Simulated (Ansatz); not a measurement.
The calculation's input:

```
crystal:
  periodic: [false, false, false]
  atoms:
    - {symbol: C, position_ang: [1.317473, -0.161141, 0.647489]}
    - {symbol: C, position_ang: [-1.808598, -0.143727, -0.733599]}
    - {symbol: Ga, position_ang: [0.051450, -0.837962, -0.724105]}
    - {symbol: S, position_ang: [-0.528306, -3.159204, 0.552481]}
    - {symbol: H, position_ang: [0.825013, 0.013543, 1.617901]}
    - {symbol: H, position_ang: [2.171813, -0.838898, 0.802446]}
    - {symbol: H, position_ang: [1.733421, 0.806125, 0.318358]}
    - {symbol: H, position_ang: [0.626429, -1.513420, -2.032884]}
    - {symbol: H, position_ang: [-2.505616, -0.814442, -1.260397]}
    - {symbol: H, position_ang: [-1.836914, 0.824364, -1.261716]}
    - {symbol: H, position_ang: [-2.191215, 0.033590, 0.284703]}
    - {symbol: H, position_ang: [0.058742, -2.824180, 1.722191]}
    - {symbol: H, position_ang: [-1.750726, -2.776277, 0.981556]}
basis:
  gaussian: {orbitals: def2-TZVPD}
hamiltonian: {xc: {name: PBE0}}
output: {forces: true, orbitals: {seedname: orbitals}}
```

Launched as:

```sh
ansatz run input.yaml --threads 2 --pin off --max-ram 5220MiB --events-out events.jsonl --progress --plain --runs-dir runs
```

Geometry: PBE0-D4/def2-SVP.

Level of theory: isolated molecule in a Gaussian basis; Kohn-Sham density functional theory, functional PBE0 (Ansatz).

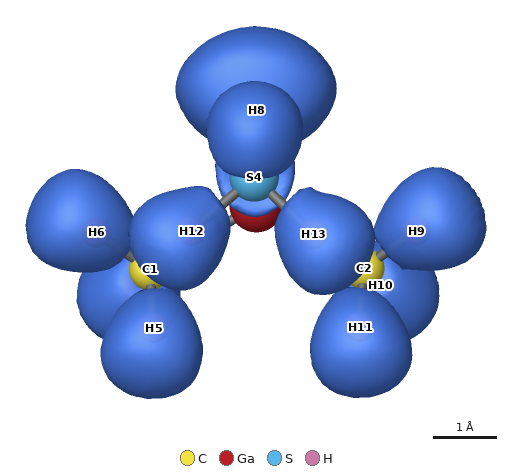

C2H9GaS (SMILES [CH3][GaH-]([CH3])[SH2+]). Isosurface of the ELF at 0.85 (blue), seen from one side. Core shells and regions of very low density are left out.

**What do the ELF domains correspond to?**

The ELF exceeds this value in nine regions around hydrogen nuclei, two lobes of the valence shell of C pointing towards Ga (polar bonds) and one region wrapped around S (its valence shell). Profiles from the grid: C–Ga (1.99 Å): the ELF peaks at about 0.90 in the valence shell of C, 0.7 Å from its nucleus, and is about 0.55 at the midpoint. Ga–S (2.71 Å): the ELF peaks at about 0.95 in the valence shell of S, 0.9 Å from its nucleus, and is about 0.55 at the midpoint.
